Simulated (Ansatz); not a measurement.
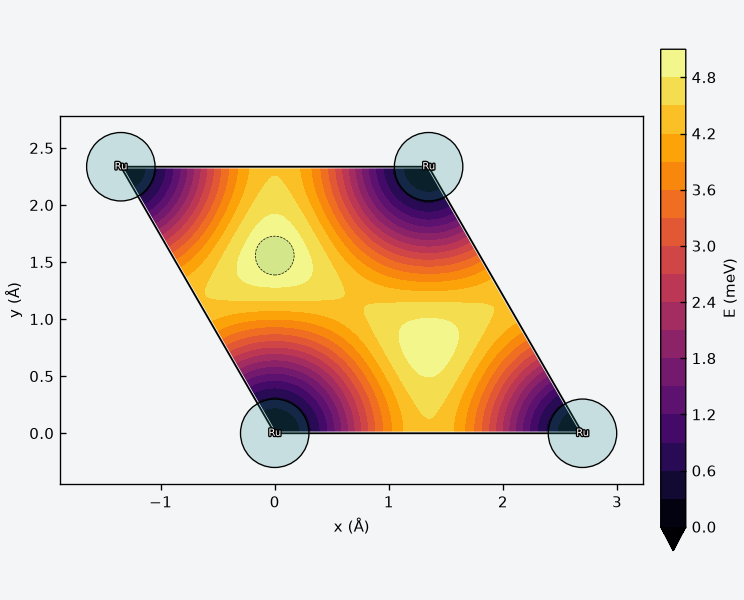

CO on a Ru(001) slab cut from the P6_3/mmc phase, its upper half relaxed before the scan (16 atoms of substrate and one adsorbate in a 2 × 2 cell). 
- CO (O end down) is moved over the surface cell at a fixed height above a rigid substrate; the origin of the map has the adsorbate above Ru13; the height is held at 3.60 Å.
- Places are given modulo a cell vector. The map is drawn in real space over the plane of the surface.
- The grid has 6 × 6 points; 10 points were computed and 26 follow by symmetry.
- Places are given in fractions of the 1 × 1 surface cell.
- Energies: meV, counted from the lowest grid point.
- At a fixed height the lowest place need not be the adsorption site. The runs have no spin polarisation; a magnetic state may lie lower.
- Method: Ansatz 0.2.0, DFT PBE+D3(BJ), scalar-relativistic, plane waves, PAW. Settings: cutoff 420 eV, k-mesh 6×6×1, gaussian smearing 0.1 eV, no spin polarisation.

Drawn: filled contours, labelled circles for the atoms of the top layer and small ones for the second layer, the outline of one cell of the plane. Between grid points the surface is interpolated.

The lowest grid point is at the top site over a surface Ru atom, (0/6, 0/6) of the cell vectors. No other kind of well shows on this grid. The highest grid point, a threefold hollow over a second-layer Ru atom, (2/6, 4/6) of the cell vectors, lies 5.07 meV above the lowest. On the interpolated surface the easiest way out of the lowest well to its copy in the next cell or period passes a barrier of about 4.5 meV.

CO is replaced by N₂; all else is set up alike. At a fixed height the lowest place need not be the adsorption site.

How does the landscape change?

Answer. The lowest place stays at the top site over a surface Ru atom, (0/6, 0/6) of the cell vectors. The span from the lowest to the highest grid point grows from 5.07 to 12.23 meV. The easiest pass out of the lowest well goes from about 4.5 to about 11 meV on the interpolated surfaces.

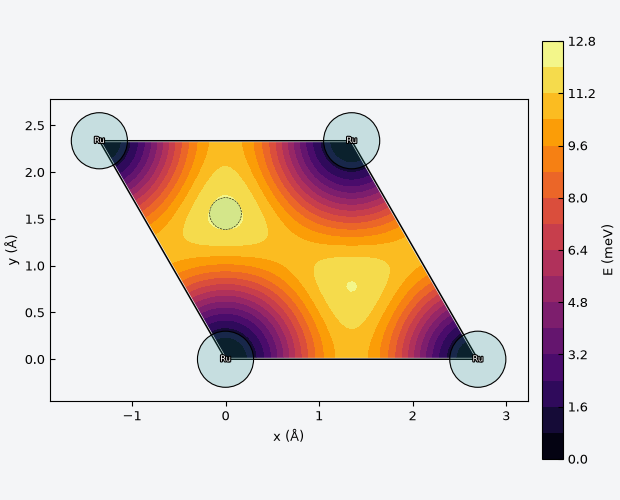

The map after the change, on a colour scale of its own. The picture shows filled contours, labelled circles for the atoms of the top layer and small ones for the second layer, the outline of one cell of the plane. Between grid points the surface is interpolated.
